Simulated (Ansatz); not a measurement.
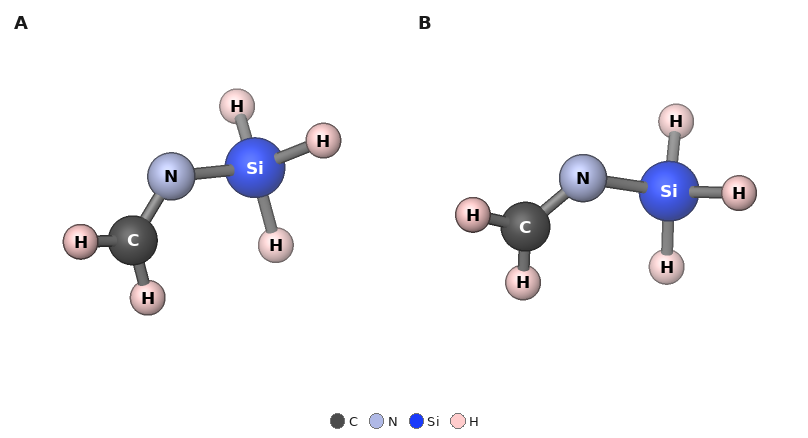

Atoms fade into the background with distance from the viewer. The geometry was computed by an optimisation with PBE0-D4/def2-TZVP. No frequency run is at hand to confirm it as a minimum.

Q: Are A and B the same structure? If not, how do they differ?

A: Yes. They are the same structure, CH5NSi, seen from two directions. With point group Cs it is achiral, so its mirror image would be the same too.
